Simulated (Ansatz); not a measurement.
# A computed series for SiGe: pressure series

The parent structure is SiGe in the wurtzite structure (space group P6_3mc, No. 186; a = 3.9004 Å, c = 6.4434 Å; a model cell, its experimental status unchecked).

Cell and atoms are relaxed at each pressure.

Computed with plane-wave PAW DFT at the PBEsol level (Ansatz, a first-principles code, 420 eV), without spin-orbit coupling, earlier PAW set.

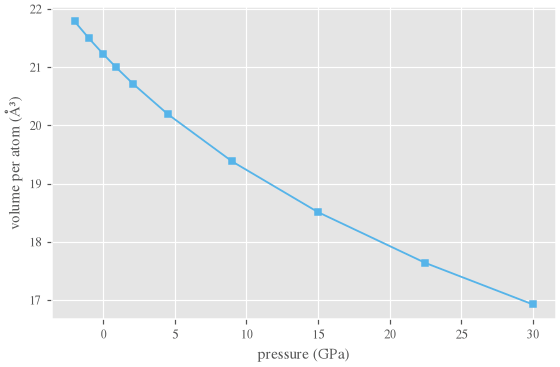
Fig. 1. Volume per atom against pressure

Q: From the plot, what is the volume per atom for pressure 9 GPa?

A: About 19.4 Å³.

Q: Is the trend monotonic over the range shown?

A: Yes, it falls throughout, spanning 16.92 Å³ to 21.78 Å³.

A case with no gap was solved on a k-mesh chosen for an insulator, which is coarse for it. Load acts through the strain it causes; cell and atoms are relaxed under it. No phonon test of stability was made. Competing high-pressure phases were not computed. The final runs are not spin-polarised.
